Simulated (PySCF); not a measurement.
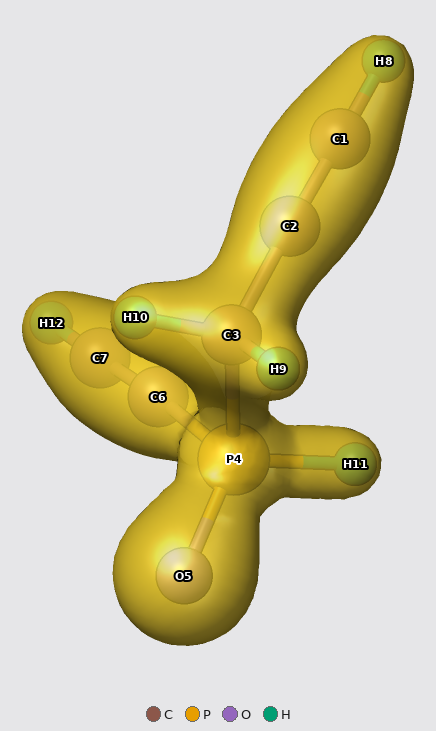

C$_{5}$H$_{5}$OP. Isosurface of the electron density at 0.8 e/Å³ (yellow), seen at an oblique angle.

Geometry: GFN2-xTB.

These are results of PBE0/def2-SVPD, SCF density, gas phase (PySCF), not measurements.

Input file:

```
{"job": {"kind": "uv", "xc": "PBE0", "basis": "def2-SVPD", "nstates": 8, "ntriplets": 3}, "charge": 0, "multiplicity": 1}
C     -2.070263     1.365867    -0.156510
C     -1.414251     0.455383    -0.571554
C     -0.600120    -0.649564    -1.005144
P      0.525910    -1.202303     0.334612
O      1.318372    -2.386549     0.005704
C      1.462306     0.241521     0.742065
C      2.161729     1.191665     0.965906
H     -2.656796     2.167022     0.180888
H     -1.213511    -1.510644    -1.291906
H      0.026526    -0.371481    -1.860555
H     -0.292656    -1.336309     1.453099
H      2.753952     2.034706     1.177369
```

Run with:

```sh
OMP_NUM_THREADS=1 python probes_run.py task.json out
```

> Which contacts does the surface bridge?

At this value the surface is in one piece. It bridges the sampled C–C (1.20 Å), P–O (1.46 Å), C–P (1.77 Å) and C–H (1.05 Å) contacts, where the density stays above the isovalue. On the grid the lowest density along these lines, outside the cores, is 2.7 e/Å³ (C–C, 1.20 Å), 1.7 e/Å³ (P–O, 1.46 Å), 1.1 e/Å³ (C–P, 1.77 Å) and 2 e/Å³ (C–H, 1.05 Å).
